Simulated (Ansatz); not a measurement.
# SiGeH4 (triplet): B3LYP, CAM-B3LYP over a scan of the distance Ge1–H5 along a hydrogen transfer, cc-pVDZ, part 2 of 2

Ansatz 0.2.0, Gaussian basis; cc-pVDZ, all electrons in the functionals. The steps go on from the part before.

### Step 14. CAM-B3LYP, 1.660 Å

The input, in.yaml:

```yaml
crystal:
  periodic: [false, false, false]
  atoms:
    - {symbol: Ge, position_ang: [-0.916237, 0.000000, 0.000000]}
    - {symbol: H, position_ang: [-1.427687, 1.446599, 0.000000]}
    - {symbol: H, position_ang: [-1.427687, -0.723300, 1.252792]}
    - {symbol: H, position_ang: [-1.427687, -0.723299, -1.252792]}
    - {symbol: H, position_ang: [0.743763, 0.000000, 0.000000]}
    - {symbol: Si, position_ang: [2.496763, 0.000000, 0.000000]}
basis:
  gaussian: {orbitals: cc-pVDZ}
magnetization: {spin_polarized: true, initial_magnetization: 2}
hamiltonian: {xc: {name: CAM-B3LYP}}
```

Started as:

```console
$ ansatz run in.yaml --threads 1 --pin off --events-out ev --progress --plain --max-ram 2393MiB
```

What it wrote, cut to the lines that bear on the results:

```text
Functional definition: CAM-B3LYP
  name "CAM-B3LYP"
  cite "Yanai, Tew & Handy, Chem. Phys. Lett. 393, 51 (2004) doi:10.1016/j.cplett.2004.06.011"
  cite "Iikura, Tsuneda, Yanai & Hirao, J. Chem. Phys. 115, 3540 (2001) doi:10.1063/1.1383587"
  cite "Becke, Phys. Rev. A 38, 3098 (1988) doi:10.1103/PhysRevA.38.3098"
  cite "Lee, Yang & Parr, Phys. Rev. B 37, 785 (1988) doi:10.1103/PhysRevB.37.785"
  cite "Vosko, Wilk & Nusair, Can. J. Phys. 58, 1200 (1980) doi:10.1139/p80-159"
[...]
  # Exact exchange under (alpha + beta erf(omega r))/r, Becke's under what is left of 1/r.
[...]
684 factors; integrals over basis functions are off by at most 1.6e-3 eV
229 factors; integrals over basis functions are off by at most 1.5e-5 eV
[...]
mean field -64459.51522532 eV, -2368.8434923018 hartree, gradient 1.7e-5 eV, S^2 2.006171; 2 other end points of the search recorded, 0 dependent functions left out
reference -64459.51533874 eV, -2368.8434964701 hartree; 26, 24 occupied and 39, 41 virtual orbitals, 684 factors
Total energy: -64459.51533874 eV, -2368.8434964701 hartree
```

Run time: 1.7 s. Hardware: 1 thread of AMD EPYC 9R05, shared host.

From the report: ⟨S²⟩ of the determinant 2.006 (pure triplet: 2.00).

From 1.534 Å: +9.6 kJ/mol.

### Step 15. CAM-B3LYP, 1.722 Å

The input, in.yaml:

```yaml
crystal:
  periodic: [false, false, false]
  atoms:
    - {symbol: Ge, position_ang: [-0.916833, 0.000000, 0.000000]}
    - {symbol: H, position_ang: [-1.428283, 1.446599, 0.000000]}
    - {symbol: H, position_ang: [-1.428283, -0.723300, 1.252792]}
    - {symbol: H, position_ang: [-1.428283, -0.723299, -1.252792]}
    - {symbol: H, position_ang: [0.805167, 0.000000, 0.000000]}
    - {symbol: Si, position_ang: [2.496167, 0.000000, 0.000000]}
basis:
  gaussian: {orbitals: cc-pVDZ}
magnetization: {spin_polarized: true, initial_magnetization: 2}
hamiltonian: {xc: {name: CAM-B3LYP}}
```

Launched as before.

What it wrote, cut to the lines that bear on the results:

```text
Functional definition: CAM-B3LYP
  name "CAM-B3LYP"
  cite "Yanai, Tew & Handy, Chem. Phys. Lett. 393, 51 (2004) doi:10.1016/j.cplett.2004.06.011"
  cite "Iikura, Tsuneda, Yanai & Hirao, J. Chem. Phys. 115, 3540 (2001) doi:10.1063/1.1383587"
  cite "Becke, Phys. Rev. A 38, 3098 (1988) doi:10.1103/PhysRevA.38.3098"
  cite "Lee, Yang & Parr, Phys. Rev. B 37, 785 (1988) doi:10.1103/PhysRevB.37.785"
  cite "Vosko, Wilk & Nusair, Can. J. Phys. 58, 1200 (1980) doi:10.1139/p80-159"
[...]
  # Exact exchange under (alpha + beta erf(omega r))/r, Becke's under what is left of 1/r.
[...]
684 factors; integrals over basis functions are off by at most 1.5e-3 eV
229 factors; integrals over basis functions are off by at most 1.5e-5 eV
[...]
mean field -64459.38837377 eV, -2368.8388305933 hartree, gradient 3.1e-5 eV, S^2 2.006728; 2 other end points of the search recorded, 0 dependent functions left out
reference -64459.38848702 eV, -2368.8388347554 hartree; 26, 24 occupied and 39, 41 virtual orbitals, 684 factors
Total energy: -64459.38848702 eV, -2368.8388347554 hartree
```

Wall time 1.5 s (1 thread of AMD EPYC 9R05, shared host).

From the report: ⟨S²⟩ of the determinant 2.007 (pure triplet: 2.00).

From 1.534 Å: +21.8 kJ/mol.

### Step 16. CAM-B3LYP, 1.785 Å

The input, in.yaml:

```yaml
crystal:
  periodic: [false, false, false]
  atoms:
    - {symbol: Ge, position_ang: [-0.917440, 0.000000, 0.000000]}
    - {symbol: H, position_ang: [-1.428889, 1.446599, 0.000000]}
    - {symbol: H, position_ang: [-1.428889, -0.723300, 1.252792]}
    - {symbol: H, position_ang: [-1.428889, -0.723299, -1.252792]}
    - {symbol: H, position_ang: [0.867560, 0.000000, 0.000000]}
    - {symbol: Si, position_ang: [2.495560, 0.000000, 0.000000]}
basis:
  gaussian: {orbitals: cc-pVDZ}
magnetization: {spin_polarized: true, initial_magnetization: 2}
hamiltonian: {xc: {name: CAM-B3LYP}}
```

Launched as before.

What it wrote, cut to the lines that bear on the results:

```text
Functional definition: CAM-B3LYP
  name "CAM-B3LYP"
  cite "Yanai, Tew & Handy, Chem. Phys. Lett. 393, 51 (2004) doi:10.1016/j.cplett.2004.06.011"
  cite "Iikura, Tsuneda, Yanai & Hirao, J. Chem. Phys. 115, 3540 (2001) doi:10.1063/1.1383587"
  cite "Becke, Phys. Rev. A 38, 3098 (1988) doi:10.1103/PhysRevA.38.3098"
  cite "Lee, Yang & Parr, Phys. Rev. B 37, 785 (1988) doi:10.1103/PhysRevB.37.785"
  cite "Vosko, Wilk & Nusair, Can. J. Phys. 58, 1200 (1980) doi:10.1139/p80-159"
[...]
  # Exact exchange under (alpha + beta erf(omega r))/r, Becke's under what is left of 1/r.
[...]
684 factors; integrals over basis functions are off by at most 1.3e-3 eV
229 factors; integrals over basis functions are off by at most 1.5e-5 eV
[...]
mean field -64459.21403416 eV, -2368.8324237308 hartree, gradient 2.2e-5 eV, S^2 2.007648; 2 other end points of the search recorded, 0 dependent functions left out
reference -64459.21414725 eV, -2368.8324278869 hartree; 26, 24 occupied and 39, 41 virtual orbitals, 684 factors
Total energy: -64459.21414725 eV, -2368.8324278869 hartree
```

Run time: 1.9 s. Hardware: 1 thread of AMD EPYC 9R05, shared host.

From the report: ⟨S²⟩ of the determinant 2.008 (pure triplet: 2.00).

From 1.534 Å: +38.7 kJ/mol.

### Step 17. CAM-B3LYP, 1.848 Å

The input, in.yaml:

```yaml
crystal:
  periodic: [false, false, false]
  atoms:
    - {symbol: Ge, position_ang: [-0.918046, 0.000000, 0.000000]}
    - {symbol: H, position_ang: [-1.429496, 1.446599, 0.000000]}
    - {symbol: H, position_ang: [-1.429495, -0.723300, 1.252792]}
    - {symbol: H, position_ang: [-1.429496, -0.723299, -1.252792]}
    - {symbol: H, position_ang: [0.929954, 0.000000, 0.000000]}
    - {symbol: Si, position_ang: [2.494954, 0.000000, 0.000000]}
basis:
  gaussian: {orbitals: cc-pVDZ}
magnetization: {spin_polarized: true, initial_magnetization: 2}
hamiltonian: {xc: {name: CAM-B3LYP}}
```

Same command.

What it wrote, cut to the lines that bear on the results:

```text
Functional definition: CAM-B3LYP
  name "CAM-B3LYP"
  cite "Yanai, Tew & Handy, Chem. Phys. Lett. 393, 51 (2004) doi:10.1016/j.cplett.2004.06.011"
  cite "Iikura, Tsuneda, Yanai & Hirao, J. Chem. Phys. 115, 3540 (2001) doi:10.1063/1.1383587"
  cite "Becke, Phys. Rev. A 38, 3098 (1988) doi:10.1103/PhysRevA.38.3098"
  cite "Lee, Yang & Parr, Phys. Rev. B 37, 785 (1988) doi:10.1103/PhysRevB.37.785"
  cite "Vosko, Wilk & Nusair, Can. J. Phys. 58, 1200 (1980) doi:10.1139/p80-159"
[...]
  # Exact exchange under (alpha + beta erf(omega r))/r, Becke's under what is left of 1/r.
[...]
684 factors; integrals over basis functions are off by at most 1.3e-3 eV
229 factors; integrals over basis functions are off by at most 1.5e-5 eV
[...]
mean field -64458.99390008 eV, -2368.8243339527 hartree, gradient 8.6e-6 eV, S^2 2.009315; 4 other end points of the search recorded, 0 dependent functions left out
reference -64458.99401303 eV, -2368.8243381035 hartree; 26, 24 occupied and 39, 41 virtual orbitals, 684 factors
Total energy: -64458.99401303 eV, -2368.8243381035 hartree
```

Wall time 2.9 s (1 thread of AMD EPYC 9R05, shared host).

From the report: ⟨S²⟩ of the determinant 2.009 (pure triplet: 2.00).

From 1.534 Å: +59.9 kJ/mol.

### Step 18. CAM-B3LYP, 1.910 Å

The input, in.yaml:

```yaml
crystal:
  periodic: [false, false, false]
  atoms:
    - {symbol: Ge, position_ang: [-0.918642, 0.000000, 0.000000]}
    - {symbol: H, position_ang: [-1.430092, 1.446599, 0.000000]}
    - {symbol: H, position_ang: [-1.430092, -0.723300, 1.252792]}
    - {symbol: H, position_ang: [-1.430092, -0.723299, -1.252792]}
    - {symbol: H, position_ang: [0.991358, 0.000000, 0.000000]}
    - {symbol: Si, position_ang: [2.494358, 0.000000, 0.000000]}
basis:
  gaussian: {orbitals: cc-pVDZ}
magnetization: {spin_polarized: true, initial_magnetization: 2}
hamiltonian: {xc: {name: CAM-B3LYP}}
```

Same command.

What it wrote, cut to the lines that bear on the results:

```text
Functional definition: CAM-B3LYP
  name "CAM-B3LYP"
  cite "Yanai, Tew & Handy, Chem. Phys. Lett. 393, 51 (2004) doi:10.1016/j.cplett.2004.06.011"
  cite "Iikura, Tsuneda, Yanai & Hirao, J. Chem. Phys. 115, 3540 (2001) doi:10.1063/1.1383587"
  cite "Becke, Phys. Rev. A 38, 3098 (1988) doi:10.1103/PhysRevA.38.3098"
  cite "Lee, Yang & Parr, Phys. Rev. B 37, 785 (1988) doi:10.1103/PhysRevB.37.785"
  cite "Vosko, Wilk & Nusair, Can. J. Phys. 58, 1200 (1980) doi:10.1139/p80-159"
[...]
  # Exact exchange under (alpha + beta erf(omega r))/r, Becke's under what is left of 1/r.
[...]
686 factors; integrals over basis functions are off by at most 1.1e-3 eV
229 factors; integrals over basis functions are off by at most 2.1e-5 eV
[...]
mean field -64458.72828495 eV, -2368.8145727767 hartree, gradient 4.9e-6 eV, S^2 2.012547; 4 other end points of the search recorded, 0 dependent functions left out
reference -64458.72839778 eV, -2368.8145769230 hartree; 26, 24 occupied and 39, 41 virtual orbitals, 686 factors
Total energy: -64458.72839778 eV, -2368.8145769230 hartree
```

It took 3.2 s on 1 thread of AMD EPYC 9R05, shared host.

From the report: ⟨S²⟩ of the determinant 2.013 (pure triplet: 2.00).

From 1.534 Å: +85.5 kJ/mol.

### Step 19. CAM-B3LYP, 1.973 Å

The input, in.yaml:

```yaml
crystal:
  periodic: [false, false, false]
  atoms:
    - {symbol: Ge, position_ang: [-0.919248, 0.000000, 0.000000]}
    - {symbol: H, position_ang: [-1.430698, 1.446599, 0.000000]}
    - {symbol: H, position_ang: [-1.430698, -0.723300, 1.252792]}
    - {symbol: H, position_ang: [-1.430698, -0.723299, -1.252792]}
    - {symbol: H, position_ang: [1.053752, 0.000000, 0.000000]}
    - {symbol: Si, position_ang: [2.493752, 0.000000, 0.000000]}
basis:
  gaussian: {orbitals: cc-pVDZ}
magnetization: {spin_polarized: true, initial_magnetization: 2}
hamiltonian: {xc: {name: CAM-B3LYP}}
```

The command is unchanged.

What it wrote, cut to the lines that bear on the results:

```text
Functional definition: CAM-B3LYP
  name "CAM-B3LYP"
  cite "Yanai, Tew & Handy, Chem. Phys. Lett. 393, 51 (2004) doi:10.1016/j.cplett.2004.06.011"
  cite "Iikura, Tsuneda, Yanai & Hirao, J. Chem. Phys. 115, 3540 (2001) doi:10.1063/1.1383587"
  cite "Becke, Phys. Rev. A 38, 3098 (1988) doi:10.1103/PhysRevA.38.3098"
  cite "Lee, Yang & Parr, Phys. Rev. B 37, 785 (1988) doi:10.1103/PhysRevB.37.785"
  cite "Vosko, Wilk & Nusair, Can. J. Phys. 58, 1200 (1980) doi:10.1139/p80-159"
[...]
  # Exact exchange under (alpha + beta erf(omega r))/r, Becke's under what is left of 1/r.
[...]
684 factors; integrals over basis functions are off by at most 1.1e-3 eV
230 factors; integrals over basis functions are off by at most 2.1e-5 eV
[...]
mean field -64458.39975293 eV, -2368.8024994477 hartree, gradient 3.0e-6 eV, S^2 2.019624; 7 other end points of the search recorded, 0 dependent functions left out
reference -64458.39986567 eV, -2368.8025035906 hartree; 26, 24 occupied and 39, 41 virtual orbitals, 684 factors
Total energy: -64458.39986567 eV, -2368.8025035906 hartree
```

It took 15 s on 1 thread of AMD EPYC 9R05, shared host; peak memory 0.26 GiB.

From the report: ⟨S²⟩ of the determinant 2.020 (pure triplet: 2.00).

From 1.534 Å: +117.2 kJ/mol.

### Step 20. Against the wave-function levels

The yardstick is UCCSDT(Q), where the cluster series has nearly closed. It comes from earlier runs at the same points. Energies in kJ/mol, counted from 1.534 Å; blanks weren't run or aren't comparable.

| level | 1.427 Å | 1.534 Å | 1.597 Å | 1.660 Å | 1.722 Å | 1.785 Å | 1.848 Å | 1.910 Å | 1.973 Å |
| --- | --- | --- | --- | --- | --- | --- | --- | --- | --- |
| UCCSDT(Q) | 14.7 | 0.0 | 1.5 | 8.6 | 20.3 | 36.3 | 56.6 | 81.1 | 111.3 |
| B3LYP | 16.2 | 0.0 | 0.3 | 6.0 | 16.3 | 30.9 | 49.8 | 73.0 | 100.2 |
| CAM-B3LYP | 13.6 | 0.0 | 2.0 | 9.6 | 21.8 | 38.7 | 59.9 | 85.5 | 117.2 |

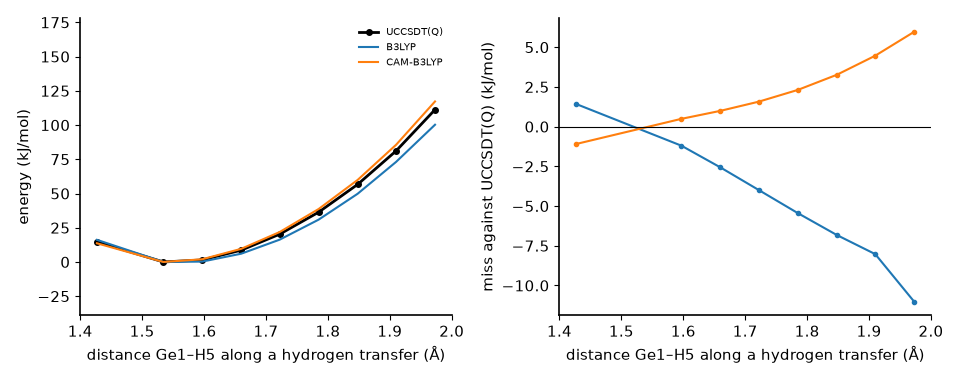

Left: the curves (the axis may cut off levels that run far away). Right: misses against UCCSDT(Q), in the same colours.

Largest miss and mean time a point (UCCSDT(Q) took 23 s a point; shared hosts):

| level | largest miss (kJ/mol) | where | time a point |
| --- | --- | --- | --- |
| B3LYP | -11.0 | 1.973 Å | 5.7 s |
| CAM-B3LYP | +6.0 | 1.973 Å | 3.4 s |

### Step 21. Outcome

The summary covers parts 1 to 2.

| quantity | value |
| --- | --- |
| span of the UCCSDT(Q) curve | 111.3 kJ/mol |
| largest miss, B3LYP | -11.0 kJ/mol (1.973 Å) |
| largest miss, CAM-B3LYP | +6.0 kJ/mol (1.973 Å) |

What this shows: Of the functionals, CAM-B3LYP keep the smallest largest miss at the points compared (at most 6.0 kJ/mol) and B3LYP strays most (11.0 kJ/mol, at 1.973 Å). Functionals and the yardstick converge differently with the basis, so part of each miss in cc-pVDZ is the basis.
